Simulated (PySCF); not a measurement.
C₅H₆FNSi (SMILES N#CC1=CC[SiH2][C@H]1F)

```yaml
atoms:
  - { symbol: N, position_ang: [3.0420, 1.9792, -0.1614] }
  - { symbol: C, position_ang: [2.0546, 1.3970, -0.1196] }
  - { symbol: C, position_ang: [0.8567, 0.6576, -0.0494] }
  - { symbol: C, position_ang: [-0.3493, 1.2241, 0.0375] }
  - { symbol: C, position_ang: [-1.5613, 0.3562, 0.1140] }
  - { symbol: Si, position_ang: [-0.8916, -1.4348, 0.1287] }
  - { symbol: C, position_ang: [0.9379, -0.8503, -0.0753] }
  - { symbol: F, position_ang: [1.4559, -1.2744, -1.2948] }
  - { symbol: H, position_ang: [-0.4687, 2.2985, 0.0604] }
  - { symbol: H, position_ang: [-2.2115, 0.5692, -0.7372] }
  - { symbol: H, position_ang: [-2.1407, 0.6168, 1.0014] }
  - { symbol: H, position_ang: [-1.2915, -2.2324, -1.0237] }
  - { symbol: H, position_ang: [-1.0811, -2.0944, 1.4203] }
  - { symbol: H, position_ang: [1.6479, -1.2128, 0.6768] }
```

Geometry: GFN2-xTB.

Computed with B3LYP/def2-SVPD, SCF density, gas phase (PySCF 2.14.0).

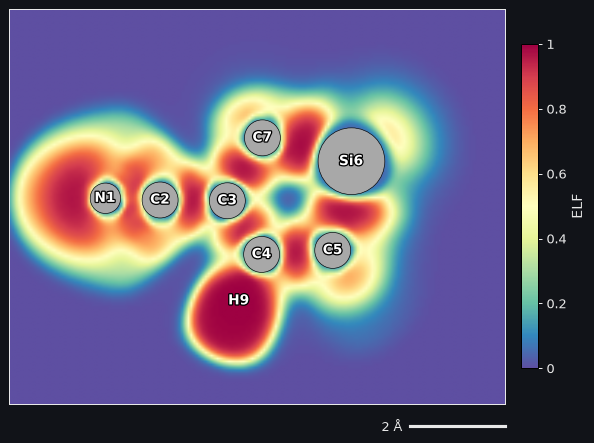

Figure 1. Electron localisation function on the plane of atoms C2, C3 and C4. Grey discs cover the atomic cores.

What does the map show?

Answer. The section cuts through N, C, Si and H sites.
C–N (1.15 Å): the ELF peaks at about 0.85 between the atoms (a multiple bond).
C–C (1.34 Å): the ELF peaks at about 0.95 between the atoms; a short, multiple covalent bond.
C–Si (1.91 Å): the ELF peaks at about 0.95 between the atoms (a shared electron pair).
C–H (1.08 Å): the ELF climbs to about 1 towards the hydrogen, as it does in any bond to H: an ordinary covalent bond to hydrogen.
C–C (1.41 Å): the ELF peaks at about 0.95 between the atoms: a covalent bond.
The ELF also peaks beside N1, away from the bonds: lone-pair regions.

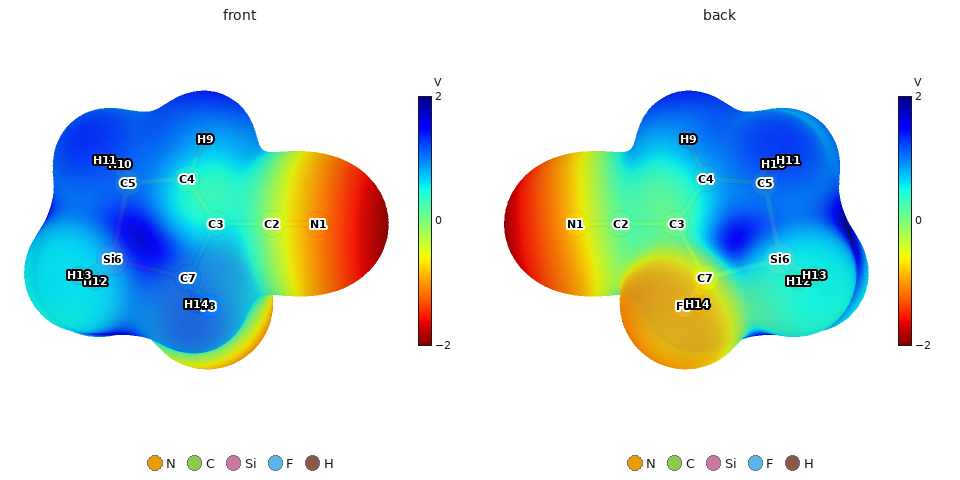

Figure 2. The electrostatic potential painted on the density surface at 0.002 e/bohr³, seen from the front and from behind; the colour scale runs from red (negative) to blue (positive).

Where is the surface potential most negative and most positive?

Answer. The most negative region (about −1.9 V, or −44 kcal/mol for a unit charge) lies over N1, the most positive (about +1.9 V, or +44 kcal/mol for a unit charge) over Si6. N1 is the likeliest acceptor of a hydrogen bond.

How polar is the molecule by this calculation?

Answer. Its dipole moment is 5.65 D.
